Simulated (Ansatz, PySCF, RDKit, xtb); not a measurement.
# Solving CH5BF−, step by step

Task: start from the formula CH5BF− (charge -1), draw up candidate structures, narrow them down in stages, and characterise the one that lies lowest at 298.15 K.

Plan: many cheap relaxations first (GFN2-xTB), then density-functional screening, relaxation at r2SCAN-D4/def2-SVPD, vibrations and a final energy. The numbers are computed, not measured.

4 further runs of the same task are left out: 4 set aside as unsound or not needed.

## (1) Candidates

All bonding patterns within simple valence rules are listed by program: one Lewis structure each, at most two rings and one unusual centre or charged pair. O–O, O–halogen and N–halogen bonds and N–N–N chains are not drawn. That gives 2 candidates.

| label | SMILES | spin |
| --- | --- | --- |
| c111 | C[BH2-]F | singlet |
| c917 | [BH3-]CF | singlet |

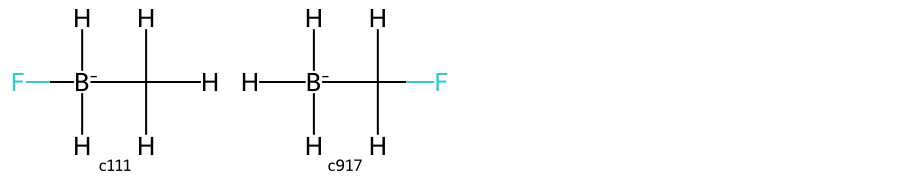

Structural formulas of the candidates.

Candidates are built by distance geometry, with a force field where one applies, in up to four conformers (letters a to d).

Q: Predict the outcome of this search (final energies at CCSD(T)/def2-SVPD + MP2/def2-TZVPPD - MP2/def2-SVPD).

| quantity | value |
| --- | --- |
| lowest structure found | C[BH2-]F, singlet, Cs |
| next finalist | [BH3-]CF, singlet, 40.4 kcal/mol higher in G |
| share at equilibrium, among the finalists | 100.0 % |
| harmonic wavenumbers, lowest and highest (r2SCAN-D4/def2-SVPD) | 224 and 3031 cm⁻¹ |
| rotational constants, same geometry | 1.065, 0.2742, 0.2412 cm⁻¹ |
| HOMO energy (PBE0/def2-TZVPD) | -1.61 eV |
| LUMO energy (PBE0/def2-TZVPD) | 4.05 eV |
| HOMO–LUMO gap (to an unbound level, set by the basis) (PBE0/def2-TZVPD) | 5.66 eV |
| lowest excitation (TD-CAM-B3LYP/def2-SVPD) | 5.75 eV (f = 0.019) |
| strongest of the states computed, same level | 6.90 eV (f = 0.155) |
| lowest triplet excitation, same level, Tamm-Dancoff | 5.58 eV |
| vertical detachment energy | 3.97 eV |
| vertical triplet less singlet | +4.83 eV |

The search ends on `C[BH2-]F`. The margin of 40.4 kcal/mol over the next finalist is beyond the usual error of the last level; it says nothing of structures that weren't ranked. r2SCAN-D4/def2-SVPD, r2SCAN-D4/def2-SVPD, relaxed, HF/def2-SVPD and MP2/def2-SVPD already put its bonding pattern lowest among the structures in one piece. In an anion, excitations above the detachment energy lie in the continuum and hang on the basis, so they needn't be bound states. Lowest found is not proven lowest: the search is finite, and each finalist counts with one conformer. Patterns outside the rules of the enumeration were met only by chance.
